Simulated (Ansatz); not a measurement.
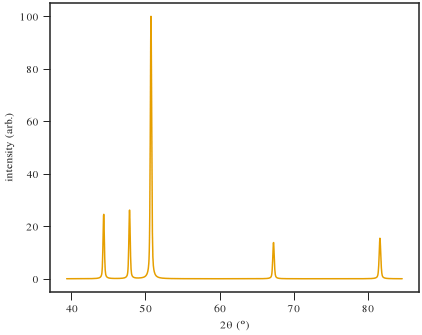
*Simulated powder pattern, Co Kα, λ = 1.79026 Å*

The pattern belongs to a structure relaxed with plane-wave PAW LDA (Ansatz code).

Task: Which of these materials gives this?
(A) Zr, hcp (Mg type)
(B) K, bcc (W type)
(C) W, bcc (W type)
(D) Re, hcp (Mg type)

Result: D, Re, hcp (Mg type)

Space group P6_3/mmc (hcp (Mg type)). The cell was relaxed with LDA under the symmetry of its start. No spin polarisation was allowed. Scalar-relativistic: spin–orbit coupling is off unless named, which matters more the heavier the elements.

Potentials: the later of the program's two PAW sets.
